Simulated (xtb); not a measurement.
## NF$_{3}$: geometry relaxation (part 1 of 2)

- system: NF$_{3}$, SMILES FN(F)F
- method: GFN2-xTB (xtb 6.7.1)

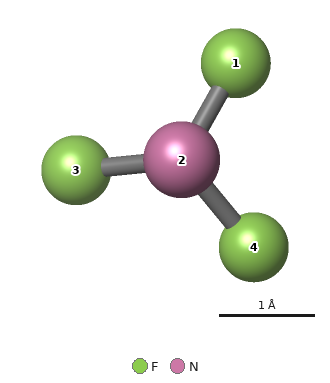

Figure 1. The starting structure (ball-and-stick view, seen on its broad side; atoms are numbered from 1 in the order of the input).

**The input (mol.xyz)**
```
4

F      0.565640     0.013230     0.963840
N      0.271000    -0.044950    -0.243020
F     -0.631840    -0.930630    -0.376120
F     -0.245280     1.080600    -0.448360
```

**File xcontrol**
```
$opt
   hessian=old
$end
```

Hardware: 1 thread of Intel Xeon (Granite Rapids), 96 GiB of memory available, shared host.

Launch command:
```bash
xtb mol.xyz --input xcontrol --opt tight > out.txt
```

**Log**
```
* xtb version 6.7.1
   ID    Z sym.   atoms
    1    9 F      1, 3, 4
    2    7 N      2

           -------------------------------------------------
          |                Calculation Setup                |
           -------------------------------------------------

          program call               : xtb mol.xyz --input xcontrol --opt tight
          coordinate file            : mol.xyz
          omp threads                :                     1

           -------------------------------------------------
          |                 G F N 2 - x T B                 |
           -------------------------------------------------

      * Hamiltonian:
        H0-scaling (s, p, d)           1.850000    2.230000    2.230000
        zeta-weighting                 0.500000
      * Dispersion:
        s8                             2.700000
        a1                             0.520000
        a2                             5.000000
        s9                             5.000000
      * Repulsion:
        kExp                           1.500000    1.000000
        rExp                           1.000000
      * Coulomb:
        alpha                          2.000000
        third order                    shell-resolved
        anisotropic                    true
        a3                             3.000000
        a5                             4.000000
        cn-shift                       1.200000
        cn-exp                         4.000000
        max-rad                        5.000000

          ...................................................
          :                      SETUP                      :
          :.................................................:
          :  # basis functions                  16          :
          :  # atomic orbitals                  16          :
          :  # shells                            8          :
          :  # electrons                        26          :
          :  max. iterations                   250          :
          :  Hamiltonian                  GFN2-xTB          :
          :  restarted?                      false          :
          :  GBSA solvation                  false          :
          :  PC potential                    false          :
          :  electronic temp.          300.0000000     K    :
          :  accuracy                    1.0000000          :
          :  -> integral cutoff          0.2500000E+02      :
          :  -> integral neglect         0.1000000E-07      :
          :  -> SCF convergence          0.1000000E-05 Eh   :
          :  -> wf. convergence          0.1000000E-03 e    :
          :  Broyden damping             0.4000000          :
          :  net charge                          0          :
          :  unpaired electrons                  0          :
          ...................................................

 iter      E             dE          RMSdq      gap      omega  full diag
   1    -16.8989006 -0.168989E+02  0.757E+00   12.74       0.0  T
   2    -16.9489616 -0.500610E-01  0.365E+00   12.39       1.0  T
   3    -16.9534604 -0.449878E-02  0.162E+00   12.13       1.0  T
   4    -16.9536771 -0.216720E-03  0.151E-01   11.95       1.0  T
   5    -16.9536786 -0.145392E-05  0.650E-02   11.97       1.0  T
   6    -16.9536811 -0.257220E-05  0.422E-03   11.97      11.8  T
   7    -16.9536811 -0.271069E-08  0.197E-03   11.97      25.4  T
   8    -16.9536811 -0.412590E-08  0.773E-04   11.97      64.7  T
   9    -16.9536811 -0.679876E-09  0.463E-05   11.97    1079.7  T

   *** convergence criteria satisfied after 9 iterations ***

         #    Occupation            Energy/Eh            Energy/eV
      -------------------------------------------------------------
         1        2.0000           -0.9302993             -25.3147
       ...           ...                  ...                  ...
         7        2.0000           -0.6587364             -17.9251
         8        2.0000           -0.5909806             -16.0814
         9        2.0000           -0.5883581             -16.0100
        10        2.0000           -0.5708920             -15.5348
        11        2.0000           -0.5699172             -15.5082
        12        2.0000           -0.5654228             -15.3859
        13        2.0000           -0.4515573             -12.2875 (HOMO)
        14                         -0.0117717              -0.3203 (LUMO)
        15                          0.0226835               0.6173
        16                          0.0659166               1.7937
      -------------------------------------------------------------
                  HL-Gap            0.4397855 Eh           11.9672 eV
             Fermi-level           -0.2316645 Eh           -6.3039 eV

 SCC (total)                   0 d,  0 h,  0 min,  0.001 sec
 SCC setup                      ...        0 min,  0.000 sec (  3.838%)
 Dispersion                     ...        0 min,  0.000 sec (  1.355%)
 classical contributions        ...        0 min,  0.000 sec (  0.679%)
 integral evaluation            ...        0 min,  0.000 sec ( 15.591%)
 iterations                     ...        0 min,  0.001 sec ( 50.846%)
 molecular gradient             ...        0 min,  0.000 sec ( 23.721%)
 printout                       ...        0 min,  0.000 sec (  3.578%)

         :::::::::::::::::::::::::::::::::::::::::::::::::::::
         ::                     SUMMARY                     ::
         :::::::::::::::::::::::::::::::::::::::::::::::::::::
         :: total energy             -16.924767201691 Eh    ::
         :: gradient norm              0.218851235994 Eh/a0 ::
         :: HOMO-LUMO gap             11.967173477077 eV    ::
         ::.................................................::
         :: SCC energy               -16.953681140799 Eh    ::
         :: -> isotropic ES            0.013645078665 Eh    ::
         :: -> anisotropic ES          0.019323539584 Eh    ::
         :: -> anisotropic XC         -0.022201972895 Eh    ::
         :: -> dispersion             -0.000938319993 Eh    ::
         :: repulsion energy           0.028913939108 Eh    ::
         :: add. restraining           0.000000000000 Eh    ::
         :: total charge              -0.000000000000 e     ::
         :::::::::::::::::::::::::::::::::::::::::::::::::::::

      -----------------------------------------------------------
     |                   =====================                   |
     |                        A N C O P T                        |
     |                   =====================                   |
     |               Approximate Normal Coordinate               |
     |                Rational Function Optimizer                |
      -----------------------------------------------------------
      -----------------------------------------------------------
     |                   =====================                   |
     |                        A N C O P T                        |
     |                   =====================                   |
     |               Approximate Normal Coordinate               |
     |                Rational Function Optimizer                |
      -----------------------------------------------------------

          ...................................................
          :                      SETUP                      :
          :.................................................:
          :   optimization level             tight          :
          :   max. optcycles                   200          :
          :   ANC micro-cycles                  20          :
          :   degrees of freedom                 6          :
          :.................................................:
          :   RF solver                   davidson          :
          :   write xtbopt.log                true          :
          :   linear?                        false          :
          :   energy convergence         0.1000000E-05 Eh   :
          :   grad. convergence          0.8000000E-03 Eh/α :
          :   maxmium RF displ.          1.0000000          :
          :   Hlow (freq-cutoff)         0.1000000E-01      :
          :   Hmax (freq-cutoff)         5.0000000          :
          :   S6 in model hess.         20.0000000          :
          ...................................................

generating ANC from exact Hessian ...
Using Lindh-Hessian (1995)
 Shifting diagonal of input Hessian by    0.0000000000000000
 Lowest  eigenvalues of input Hessian
    0.000000    0.000000    0.000000    0.000000    0.000000    0.000000
    0.397566    0.437424    0.476065    1.432777    2.048930    2.105958
 Highest eigenvalues
    0.397566    0.437424    0.476065    1.432777    2.048930    2.105958

........................................................................
.............................. CYCLE    1 ..............................
........................................................................

 iter      E             dE          RMSdq      gap      omega  full diag
   1    -16.9536811 -0.169537E+02  0.137E-05   11.97       0.0  T
   2    -16.9536811 -0.117240E-12  0.733E-06   11.97    6819.7  T
   3    -16.9536811  0.106581E-13  0.279E-06   11.97   17912.4  T
     SCC iter.                  ...        0 min,  0.000 sec
     gradient                   ...        0 min,  0.000 sec
 * total energy  :   -16.9247672 Eh     change       -0.1438849E-11 Eh
   gradient norm :     0.2188514 Eh/α   predicted     0.0000000E+00 (-100.00%)
   displ. norm   :     0.1556263 α      lambda       -0.3311641E-01
   maximum displ.:     0.1446793 α      in ANC's #4, #3, #2, ...

........................................................................
.............................. CYCLE    2 ..............................
........................................................................

 iter      E             dE          RMSdq      gap      omega  full diag
   1    -16.9640101 -0.169640E+02  0.879E-01   10.18       0.0  T
   2    -16.9642133 -0.203196E-03  0.554E-01   10.21       1.0  T
   3    -16.9642313 -0.180385E-04  0.117E-01   10.25       1.0  T
   4    -16.9642366 -0.531434E-05  0.170E-02   10.26       2.9  T
   5    -16.9642366 -0.134148E-07  0.186E-03   10.26      26.9  T
   6    -16.9642366 -0.992674E-09  0.487E-04   10.26     102.8  T
   7    -16.9642366 -0.164206E-10  0.619E-05   10.26     808.4  T
     SCC iter.                  ...        0 min,  0.000 sec
     gradient                   ...        0 min,  0.000 sec
 * total energy  :   -16.9472444 Eh     change       -0.2247718E-01 Eh
   gradient norm :     0.0846523 Eh/α   predicted    -0.1695924E-01 ( -24.55%)
   displ. norm   :     0.1016624 α      lambda       -0.8242012E-02
   maximum displ.:     0.0911395 α      in ANC's #4, #3, #2, ...

........................................................................
.............................. CYCLE    3 ..............................
........................................................................

 iter      E             dE          RMSdq      gap      omega  full diag
   1    -16.9642281 -0.169642E+02  0.532E-01    9.31       0.0  T
   2    -16.9643131 -0.849235E-04  0.335E-01    9.33       1.0  T
   3    -16.9643199 -0.688333E-05  0.775E-02    9.35       1.0  T
   4    -16.9643215 -0.159876E-05  0.127E-02    9.36       4.0  T
   5    -16.9643216 -0.997784E-08  0.861E-04    9.36      58.1  T
   6    -16.9643216 -0.404050E-10  0.312E-04    9.36     160.0  T
     SCC iter.                  ...        0 min,  0.000 sec
     gradient                   ...        0 min,  0.000 sec
 * total energy  :   -16.9522600 Eh     change       -0.5015647E-02 Eh
   gradient norm :     0.0202374 Eh/α   predicted    -0.4163600E-02 ( -16.99%)
   displ. norm   :     0.0363707 α      lambda       -0.6904099E-03
   maximum displ.:     0.0285124 α      in ANC's #4, #3, #2, ...

........................................................................
.............................. CYCLE    4 ..............................
........................................................................

 iter      E             dE          RMSdq      gap      omega  full diag
   1    -16.9634504 -0.169635E+02  0.157E-01    9.05       0.0  T
   2    -16.9634614 -0.110005E-04  0.990E-02    9.06       1.0  T
   3    -16.9634622 -0.837527E-06  0.311E-02    9.06       1.6  T
   4    -16.9634624 -0.147176E-06  0.458E-03    9.06      10.9  T
   5    -16.9634624 -0.133941E-08  0.339E-04    9.06     147.3  T
   6    -16.9634624 -0.363194E-10  0.120E-04    9.06     417.4  T
     SCC iter.                  ...        0 min,  0.000 sec
     gradient                   ...        0 min,  0.000 sec
 * total energy  :   -16.9526615 Eh     change       -0.4014848E-03 Eh
   gradient norm :     0.0039990 Eh/α   predicted    -0.3456639E-03 ( -13.90%)
   displ. norm   :     0.0111446 α      lambda       -0.4152451E-04
   maximum displ.:     0.0097296 α      in ANC's #3, #4, #6, ...

........................................................................
.............................. CYCLE    5 ..............................
........................................................................

 iter      E             dE          RMSdq      gap      omega  full diag
   1    -16.9632686 -0.169633E+02  0.279E-02    8.99       0.0  T
   2    -16.9632693 -0.723429E-06  0.171E-02    8.99       2.9  T
   3    -16.9632694 -0.526801E-07  0.837E-03    8.99       6.0  T
   4    -16.9632694 -0.870174E-08  0.112E-03    8.99      44.5  T
   5    -16.9632694 -0.920508E-10  0.188E-04    8.99     265.8  T
   6    -16.9632694 -0.115499E-10  0.344E-05    8.99    1452.9  T
     SCC iter.                  ...        0 min,  0.000 sec
     gradient                   ...        0 min,  0.000 sec
 * total energy  :   -16.9526875 Eh     change       -0.2595458E-04 Eh
   gradient norm :     0.0020747 Eh/α   predicted    -0.2076448E-04 ( -20.00%)
   displ. norm   :     0.0055578 α      lambda       -0.8554909E-05
   maximum displ.:     0.0054031 α      in ANC's #3, #6, #2, ...

........................................................................
.............................. CYCLE    6 ..............................
........................................................................
```
